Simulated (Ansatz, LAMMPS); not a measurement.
# Which site? Cd in place of Zn in amorphous Zn22Hg13S35 (70 atoms)

Aim: make Cd in place of Zn at several sites of amorphous Zn22Hg13S35 (70 atoms), relax each, and compare their energies.

Method: Kohn-Sham DFT, PBE, PAW (set soft_2, large core), plane waves, in Ansatz 0.2.0.

## Step 1: Starting point

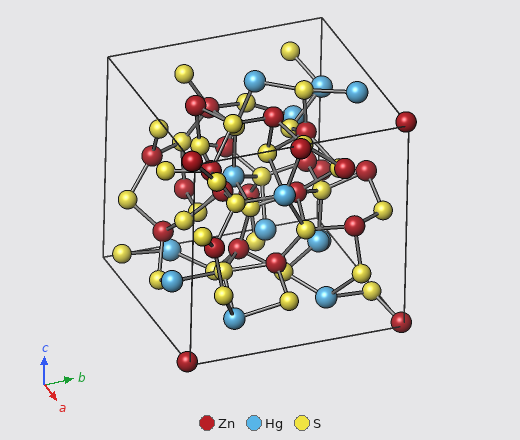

The cell as given, slightly off an axis (zinc red, mercury blue, sulfur yellow). Bonds to atoms that aren't drawn are left out. Some periodic images of atoms are drawn too.

The cell holds 70 atoms: 22 Zn, 13 Hg and 35 S. Cell: a = 11.581 Å, b = 11.581 Å, c = 11.581 Å, α = 90.0°, β = 90.0°, γ = 90.0°. 70 atoms (22 Zn, 13 Hg, 35 S) placed at random at 5.53 g/cm³, melted at 2500 K for 10 ps at fixed volume with the Stillinger-Weber II-VI potential (Zhou et al., Phys. Rev. B 88, 085309 (2013)). Quenched from 2500 K to 500 K at 100 K/ps and fixed volume, held 5 ps.

What the set-up can't give: The quench rate of 100 K/ps is orders of magnitude faster than experiment, which tends to freeze in extra defects. The network of bonds at the start is that of the classical potential that made the cell, and needn't be the one that DFT or experiment would give. The Brillouin zone is sampled at Γ only, in a cell whose shortest periodic width is 12 Å. No spin–orbit coupling is included, so levels derived from the heavy atoms are approximate.

## Step 2: Single point at the start

The forces at the start show how far the geometry lies from a minimum of this functional.

input.yaml reads:

```yaml
crystal:
  lattice:
    - [11.5811, 0.0, 0.0]
    - [0.0, 11.5811, 0.0]
    - [0.0, 0.0, 11.5811]
  atoms:
    - { symbol: Zn, position: [0.62825, 0.51948, 0.93703] }
    - { symbol: Zn, position: [0.28334, 0.8243, 0.47057] }
    - { symbol: Zn, position: [0.15311, 0.1538, 0.55861] }
    - { symbol: Zn, position: [0.49994, 0.72821, 0.75256] }
    - { symbol: Zn, position: [0.06067, 0.98942, 0.27382] }
    - { symbol: Zn, position: [0.96133, 0.003, 0.99701] }
    - { symbol: Zn, position: [0.50498, 0.42305, 0.23254] }
    - { symbol: Zn, position: [0.99081, 0.49992, 0.97823] }
    - { symbol: Zn, position: [0.35589, 0.12887, 0.29599] }
    - { symbol: Zn, position: [0.7431, 0.18518, 0.79635] }
    - { symbol: Zn, position: [0.05538, 0.65464, 0.21612] }
    - { symbol: Zn, position: [0.02229, 0.55359, 0.4551] }
    - { symbol: Zn, position: [0.55876, 0.99079, 0.53882] }
    - { symbol: Zn, position: [0.47083, 0.21921, 0.9681] }
    - { symbol: Zn, position: [0.10356, 0.43528, 0.71733] }
    - { symbol: Zn, position: [0.6022, 0.64683, 0.52296] }
    - { symbol: Zn, position: [0.88955, 0.75028, 0.77594] }
    - { symbol: Zn, position: [0.07141, 0.34396, 0.314] }
    - { symbol: Zn, position: [0.86682, 0.15741, 0.48364] }
    - { symbol: Zn, position: [0.84764, 0.82093, 0.4525] }
    - { symbol: Zn, position: [0.56672, 0.31572, 0.57438] }
    - { symbol: Zn, position: [0.76624, 0.49051, 0.28866] }
    - { symbol: Hg, position: [0.05396, 0.85449, 0.56431] }
    - { symbol: Hg, position: [0.31048, 0.56216, 0.93573] }
    - { symbol: Hg, position: [0.31136, 0.47172, 0.47985] }
    - { symbol: Hg, position: [0.21525, 0.91589, 0.78845] }
    - { symbol: Hg, position: [0.67038, 0.0444, 0.23352] }
    - { symbol: Hg, position: [0.16715, 0.24377, 0.07821] }
    - { symbol: Hg, position: [0.79186, 0.719, 0.08629] }
    - { symbol: Hg, position: [0.33894, 0.87432, 0.09456] }
    - { symbol: Hg, position: [0.85421, 0.26428, 0.10289] }
    - { symbol: Hg, position: [0.82079, 0.50014, 0.65421] }
    - { symbol: Hg, position: [0.54244, 0.78087, 0.21934] }
    - { symbol: Hg, position: [0.58056, 0.92954, 0.95437] }
    - { symbol: Hg, position: [0.34612, 0.61246, 0.20503] }
    - { symbol: S, position: [0.65813, 0.31786, 0.95921] }
    - { symbol: S, position: [0.77997, 0.93634, 0.06846] }
    - { symbol: S, position: [0.03767, 0.63691, 0.66659] }
    - { symbol: S, position: [0.80564, 0.61025, 0.45295] }
    - { symbol: S, position: [0.22213, 0.01492, 0.40479] }
    - { symbol: S, position: [0.51607, 0.46922, 0.43575] }
    - { symbol: S, position: [0.57436, 0.51755, 0.72835] }
    - { symbol: S, position: [0.36615, 0.37234, 0.05776] }
    - { symbol: S, position: [0.30955, 0.47556, 0.72714] }
    - { symbol: S, position: [0.82403, 0.58221, 0.89184] }
    - { symbol: S, position: [0.51338, 0.15942, 0.4291] }
    - { symbol: S, position: [0.66953, 0.28482, 0.23598] }
    - { symbol: S, position: [0.29854, 0.7375, 0.6601] }
    - { symbol: S, position: [0.94407, 0.48114, 0.19598] }
    - { symbol: S, position: [0.04425, 0.3377, 0.53455] }
    - { symbol: S, position: [0.60837, 0.02795, 0.75446] }
    - { symbol: S, position: [0.46549, 0.06787, 0.1248] }
    - { symbol: S, position: [0.94422, 0.81812, 0.26752] }
    - { symbol: S, position: [0.45424, 0.25127, 0.75248] }
    - { symbol: S, position: [0.07416, 0.32832, 0.89083] }
    - { symbol: S, position: [0.12543, 0.66057, 0.0168] }
    - { symbol: S, position: [0.27952, 0.3208, 0.31305] }
    - { symbol: S, position: [0.95322, 0.16966, 0.28978] }
    - { symbol: S, position: [0.7432, 0.99638, 0.43901] }
    - { symbol: S, position: [0.49185, 0.81122, 0.44014] }
    - { symbol: S, position: [0.23055, 0.15028, 0.73558] }
    - { symbol: S, position: [0.20519, 0.64833, 0.3865] }
    - { symbol: S, position: [0.15423, 0.02323, 0.09603] }
    - { symbol: S, position: [0.9282, 0.13539, 0.85034] }
    - { symbol: S, position: [0.7737, 0.29176, 0.63063] }
    - { symbol: S, position: [0.98229, 0.05202, 0.62235] }
    - { symbol: S, position: [0.03023, 0.84264, 0.87888] }
    - { symbol: S, position: [0.47752, 0.72386, 0.95049] }
    - { symbol: S, position: [0.70448, 0.80184, 0.66792] }
    - { symbol: S, position: [0.62501, 0.58661, 0.14999] }
kpoints:
  mp_grid: { grid: [1, 1, 1] }
hamiltonian:
  xc: pbe
  pseudopotentials: { kind: paw, core: large }
scf:
  occupations: { method: fermi_dirac, width: 0.05 }
output:
  forces: true
```

On the command line:

```
$ ansatz run input.yaml --threads 4 --pin off --max-ram 8192MiB --backend cpu --events-out ev --progress --plain --runs-dir out
```

Numbers of over 12 decimals in the logs are rounded to 6 here.

The log of the run:

```text
Engine: ansatz 0.2.0, aarch64-unknown-linux-gnu
Pseudopotentials: kind: paw
Pseudopotential: Zn, paw, valence charge 12, recommended cutoff 420 eV (normal), Zn.paw.azcp
Pseudopotential: Hg, paw, valence charge 12, recommended cutoff 420 eV (normal), Hg.paw.azcp#standard-large-core
Pseudopotential: S, paw, valence charge 6, recommended cutoff 420 eV (normal), S.paw.azcp
[... 5 lines on functional and potentials left out ...]
Crystal: 70 atoms, lattice volume = 1553.279 Å³
Basis set: ecut = 420 eV, 30551 PW (Γ), exchange–correlation on 160×160×160 points (8 copies of the dense FFT grid, shifted against one another)
Bands: 385, of which v1, the nominal top of the filled ones, is band 315 counted from 1 (314 counted from 0)
Symmetry: 1 space group operations
Space group: P1 (ITA 1), of the structure as read, at distance tolerance 1.2e-4 Å
k-points: 1
[... 7 lines on functional and potentials left out ...]
Initial density: superposition of atomic densities (chi_scale 0.1, normalization cell, long waves kept (reshape's long-wave potential 0.47 eV rms))
Initial wavefunctions: pseudopotential atomic-orbital guess
Functional: x = pbe(κ = 0.804, μ = 0.219515), c = pbe(β = 0.066725)
SCF iter   1: F=—  HF=-247726.557456 eV  |F-HF|=—  |Δ(HF+E_count)|=         —  Δρ=4.06e-2  dr2=5.09e1  ethr=3.10e-3  ⟨swp⟩=7.0  Hψ=1494  notcnv=0  defer=17
preconditioner: auto → LDOS  [metal: Δε(μ)=0.058 eV  Ē_g=9.689 eV  σ=0.050 eV  W_gap=0.28  n_scr=340 (ndim 8)  ℏωp=23.6 eV  f_vac=0.021  D(μ)=19.79/eV (n_scr^D=80)  β→1.0]
SCF iter   2: F=—  HF=-247732.401194 eV  |F-HF|=—  |Δ(HF+E_count)|=    5.84e0  Δρ=4.99e-2  dr2=8.97e1  ethr=3.10e-3  ⟨swp⟩=3.0  Hψ=794  notcnv=0  defer=51
SCF iter   3: F=—  HF=-247716.895868 eV  |F-HF|=—  |Δ(HF+E_count)|=    1.55e1  Δρ=7.33e-3  dr2=1.94e0  ethr=3.10e-3  ⟨swp⟩=3.0  Hψ=753  notcnv=0  defer=51
SCF iter   4: F=—  HF=-247716.691198 eV  |F-HF|=—  |Δ(HF+E_count)|=   2.05e-1  Δρ=3.96e-3  dr2=3.55e-1  ethr=3.08e-4  ⟨swp⟩=2.0  Hψ=740  notcnv=0  defer=51
SCF iter   5: F=—  HF=-247716.628173 eV  |F-HF|=—  |Δ(HF+E_count)|=   6.30e-2  Δρ=1.84e-3  dr2=7.60e-2  ethr=5.63e-5  ⟨swp⟩=2.0  Hψ=633  notcnv=0  defer=51
SCF iter   6: F=—  HF=-247716.611902 eV  |F-HF|=—  |Δ(HF+E_count)|=   1.63e-2  Δρ=8.22e-4  dr2=2.49e-2  ethr=1.21e-5  ⟨swp⟩=2.0  Hψ=610  notcnv=0  defer=51
SCF iter   7: F=—  HF=-247716.608760 eV  |F-HF|=—  |Δ(HF+E_count)|=   3.14e-3  Δρ=3.89e-4  dr2=4.89e-3  ethr=3.95e-6  ⟨swp⟩=2.0  Hψ=613  notcnv=0  defer=51
SCF iter   8: F=—  HF=-247716.607965 eV  |F-HF|=—  |Δ(HF+E_count)|=   7.95e-4  Δρ=1.77e-4  dr2=8.63e-4  ethr=7.76e-7  ⟨swp⟩=2.0  Hψ=609  notcnv=0  defer=51
SCF iter   9: F=—  HF=-247716.607867 eV  |F-HF|=—  |Δ(HF+E_count)|=   9.80e-5  Δρ=7.01e-5  dr2=1.28e-4  ethr=1.37e-7  ⟨swp⟩=2.0  Hψ=613  notcnv=0  defer=51
SCF iter  10: F=—  HF=-247716.607851 eV  |F-HF|=—  |Δ(HF+E_count)|=   1.56e-5  Δρ=3.44e-5  dr2=3.29e-5  ethr=2.03e-8  ⟨swp⟩=2.0  Hψ=612  notcnv=0  defer=51
SCF iter  11: F=—  HF=-247716.607819 eV  |F-HF|=—  |Δ(HF+E_count)|=   3.28e-5  Δρ=2.14e-5  dr2=1.50e-5  ethr=5.22e-9  ⟨swp⟩=2.0  Hψ=612  notcnv=0  defer=51
SCF iter  12: F=—  HF=-247716.607817 eV  |F-HF|=—  |Δ(HF+E_count)|=   1.35e-6  Δρ=1.34e-5  dr2=5.66e-6  ethr=2.38e-9  ⟨swp⟩=3.0  Hψ=658  notcnv=0  defer=51
SCF iter  13: F=—  HF=-247716.607816 eV  |F-HF|=—  |Δ(HF+E_count)|=   8.31e-7  Δρ=6.93e-6  dr2=1.42e-6  ethr=8.98e-10  ⟨swp⟩=2.0  Hψ=592  notcnv=0  defer=51
SCF iter  14: F=—  HF=-247716.607816 eV  |F-HF|=—  |Δ(HF+E_count)|=   2.06e-7  Δρ=3.21e-6  dr2=2.55e-7  ethr=2.26e-10  ⟨swp⟩=2.0  Hψ=610  notcnv=0  defer=51
SCF iter  15: F=-247716.607816 eV  HF=-247716.607816 eV  |F-HF|=3.72e-8  |Δ(HF+E_count)|=   2.04e-8  Δρ=1.44e-6  dr2=4.35e-8  ethr=1.59e-11  ⟨swp⟩=4.0  Hψ=1055  notcnv=0
SCF 1 converged in 15 iterations: F = -247716.607816 eV  dr2 = 4.35e-8
  greatest PAW one-centre occupation: 0.986 electrons in one spin orbital (limit 2), on the Zn atom at site 15 (counted from 0), in its partial waves of l = 2
SCF converged after 15 iterations
Free energy (F): -247716.607816 eV
Harris-Foulkes:  -247716.607816 eV  (|F-HF|=3.72e-8)
Internal energy: -247716.434549 eV  (E = F + TS)
E sigma→0 (E₀):  -247716.521183 eV
Entropy (-TS):   -0.173267 eV (-2.475 meV/atom)
Fermi energy:    6.537258 eV
--- Per-component energies (eV) ---
  E_band       = 272.928861
  E_kinetic    = 11119.198959
  E_local      = -59052.935882  (includes V_loc(G=0)·N_el)
  E_nonlocal   = 17524.387054
  E_hartree    = 23896.722622
  E_xc         = -10187.130407
  E_vxc        = -6003.556838  (∫ρ·V_xc dr)
  E_paw        = -189226.853598  (= ΣΔE_a)
  E_vpaw       = -11107.607486  (= ΣTr[D̂ρ^β])
  E_aug_tail   = -0.011837  (compensation charges beyond the density's cutoff)
  E_ewald      = -41789.811460
  E_smearing   = -0.173267  (= −TS)
  E_closure    = 0.000000  (closes the sum)
  Σ components = -247716.607816   (vs F -247716.607816, Δ=0.00e0)
--- Forces (eV/Å), atoms counted from 1 ---
  atom   1  Zn     0.08357259    -0.22013860    -0.50724663
  atom   2  Zn     0.44929323     0.00358751     0.32854121
  atom   3  Zn    -0.15311815    -0.32938633    -0.37374900
  atom   4  Zn     0.05300428    -0.60155789    -0.59121677
  atom   5  Zn     0.05872086     0.21557298     0.04800931
  atom   6  Zn     0.39252064    -0.25507500    -0.55434717
  atom   7  Zn    -0.14021589    -0.71253213    -0.36637528
  atom   8  Zn     0.39145602     0.00893328    -0.18068226
  atom   9  Zn     0.28307065     0.35217814     0.58896252
  atom  10  Zn    -0.37684068     0.09299837     0.43386475
  atom  11  Zn     0.40756041     0.41641854    -0.23865105
  atom  12  Zn     0.35699342     0.24986000     1.14118568
  atom  13  Zn     0.30751895     0.24063843    -0.28979238
  atom  14  Zn     0.38662823     0.87000578     0.18487731
[...]
atom  69  S      0.05341605    -0.46102588     0.40865502
  atom  70  S      0.59109325    -0.92959280     0.36946569
  max |Σ_I F_I| component: 3.19e-5 eV/Å
```

The job ended after 19 s (4 threads of Arm Neoverse V2, shared host; peak memory 2 GiB; 72 s of CPU time).

In the SCF lines HF is the Harris–Foulkes energy and dr2 the Hartree energy of the density residual, in eV; the loop may stop once dr2 is under the threshold and the program's other checks hold. Hψ counts applications of the Hamiltonian.

The program notes that potentials were chosen by core size.

The r.m.s. force at the start is 0.49 eV/Å.

[end of part 1 of 3]

[Logs are printed without paths, hosts, clocks, repeated set-up lines and the standing remarks that a program may print on its own settings, such as how far it seeks lower states.]

[Hosts, paths, dates, database ids (printed as entryN), source tags and the programs' standing remarks are cut or masked in the printed files.]
